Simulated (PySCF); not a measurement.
## A study: Cl2H2O2Zr, SMILES `O[Zr](O)(Cl)Cl`

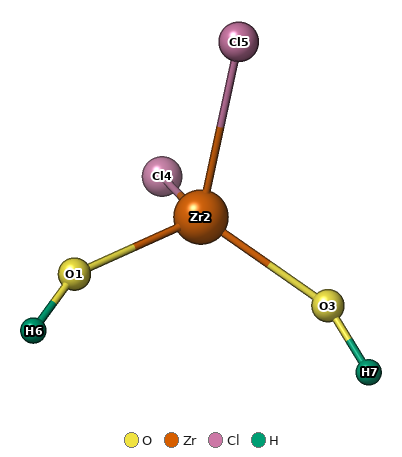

The molecule, with its atoms numbered as below. No frequency check shows the geometry to be a minimum.

Geometry (Å), atoms numbered from 1:

```
O1      -0.0249   -1.3075    1.5609
Zr2     -0.0034   -0.3291   -0.0000
O3      -0.0318   -1.3070   -1.5611
Cl4     -1.7223    1.1565    0.0019
Cl5      1.7647    1.0980   -0.0017
H6      -0.0620   -2.1250    2.0651
H7      -0.0712   -2.1244   -2.0653
```

### 1. Bonding charge

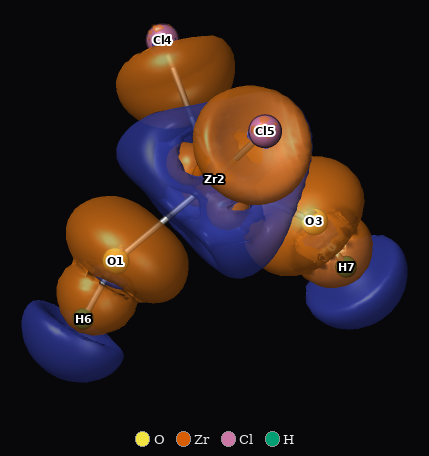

Deformation density (molecule less spherical, spin-averaged free atoms at the same positions), surfaces at ±0.05 e/Å³; orange: gain, blue: loss.

PySCF calculation, PBE0/def2-TZVP, gas phase; geometry: GFN2-xTB. Core potentials replace the inner electrons of Zr; spin–orbit coupling isn't included. This is a single-reference result, which may miss multireference character in this system.

**Describe the bonding that the map shows.**

Zr2–Cl4 and Zr2–Cl5: +0.10 e/Å³ at the bond critical point (bond length 2.27 Å, Mayer order 1.0). O1–Zr2 and Zr2–O3: +0.04 e/Å³ at the bond critical point (bond length 1.84 Å, Mayer order 1.0); up to 0.6 Å beside the axis the gain reaches +0.28 e/Å³. In all, 1.8 electrons gather in the regions of gain relative to the promolecule. A small or negative value marks a very polar bond, one between electron-rich atoms, whose free-atom densities already overlap strongly, a long bond to a heavier atom, or a closed-shell contact such as a hydrogen bond.

### 2. Electrostatic potential

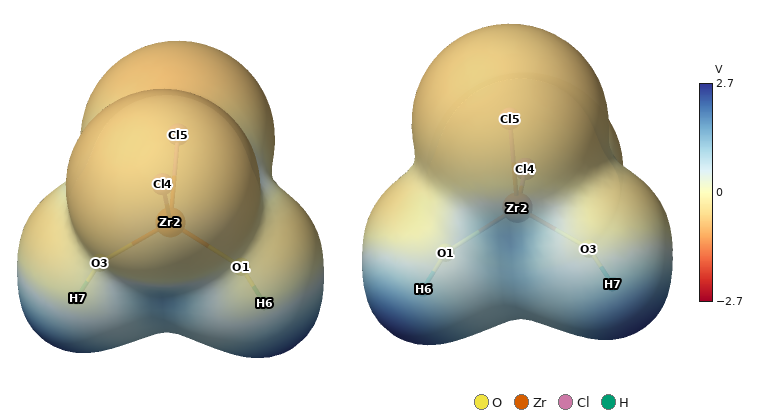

Electrostatic potential on the surface of electron density 0.001 a.u. (back view left, front view right).

**Where are the extremes of the potential on the surface?**

Highest: 2.60 V, 1.2 Å from H6. Further maxima include 1.85 V, off the Zr2–O3 bond (2.1 to 2.3 Å from its atoms); 0.69 V, off the O1–Zr2 bond (2.2 to 2.3 Å from its atoms). Lowest: −0.79 V, 2.1 Å from Cl4. Further minima include −0.51 V, 1.9 Å from O1, and at like points elsewhere. The surface is sampled at points, so like sites can differ by a few per cent and only the strongest of them is named.

**What volume does the surface enclose, and what is the dipole moment?**

About 134 Å³; the dipole moment is 5.1 D.

### 3. In an electric field

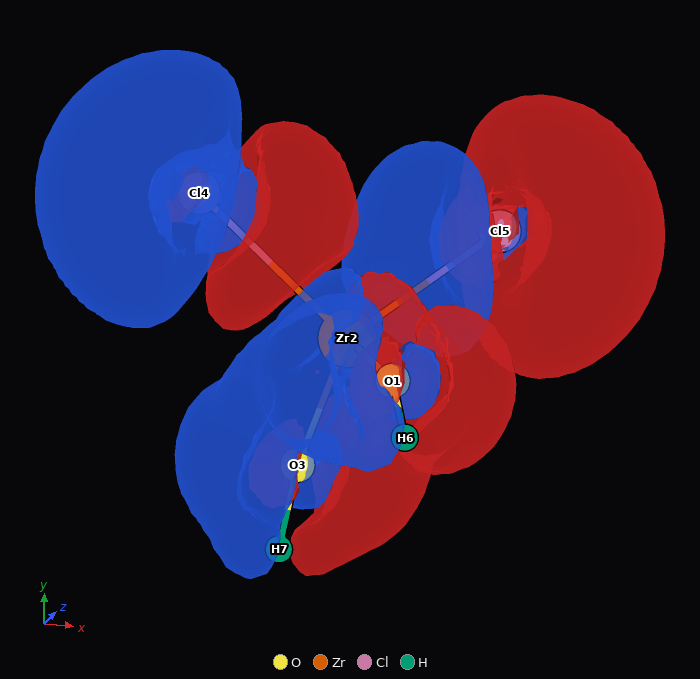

Change of the electron density in a uniform field of 0.21 V/Å, surfaces at ±0.0008 e/Å³ (red: gain, blue: loss).

Method: PBE0/def2-TZVP; geometry: GFN2-xTB; program: PySCF. Core potentials replace the inner electrons of Zr; spin–orbit coupling isn't included. This is a single-reference result, which may miss multireference character in this system. A basis without diffuse functions makes polarisabilities too small.

The field was applied in both directions; the picture shows the one opposite to the script's first.

**Along which Cartesian direction does the field point?**

Along −x: electrons gather on the +x side, against the field.

**What dipole is induced, and what polarisability does it imply?**

The induced dipole is 0.71 D (along the field); α along this axis, from the fields in both directions, is 70 bohr³ (10.3 Å³).

### 4. Removing or adding an electron

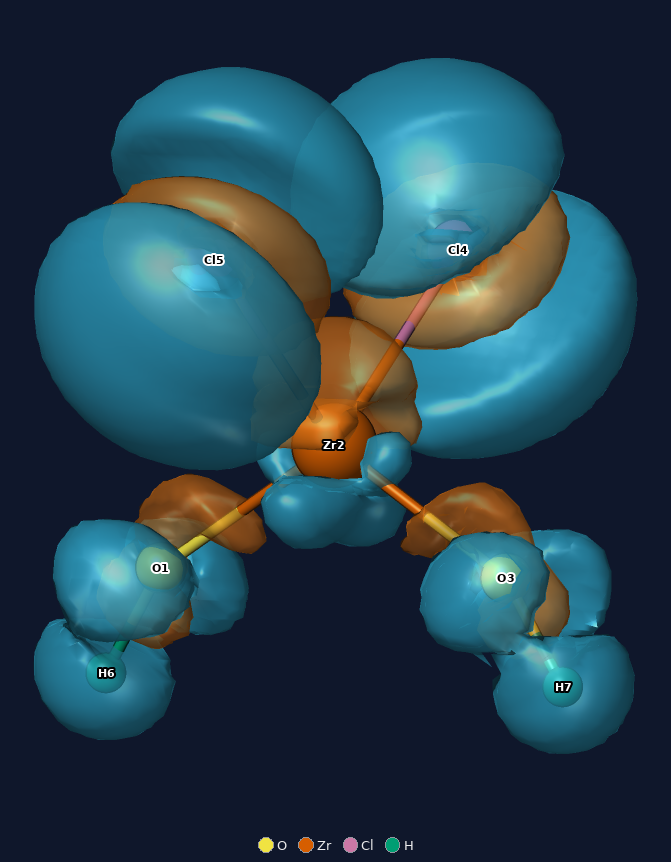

Fukui function f⁻ = ρ(N) − ρ(N−1) at fixed geometry, surfaces at ±0.015 e/Å³ (light blue positive, orange negative).

Level of theory: PBE0/def2-TZVP (PySCF), at a geometry from GFN2-xTB. Core potentials replace the inner electrons of Zr; spin–orbit coupling isn't included. This is a single-reference result, which may miss multireference character in this system.

**Which atoms respond most to the removal of an electron?**

f⁻ (Hirshfeld-condensed) is largest on Cl4 and Cl5 (0.35 each); the vertical ionisation energy is 10.81 eV (the stability of the cation's solution wasn't checked). Condensed values hint at sites of electrophilic attack but needn't mark the atom that reacts. Orbital relaxation makes it negative in places (0.18 e in all).

| atom | f⁻ | charge |
| --- | --- | --- |
| O1 | +0.05 | −0.35 |
| Zr2 | +0.12 | +0.71 |
| O3 | +0.05 | −0.35 |
| Cl4 | +0.35 | −0.20 |
| Cl5 | +0.35 | −0.20 |
| H6 | +0.04 | +0.19 |
| H7 | +0.04 | +0.19 |
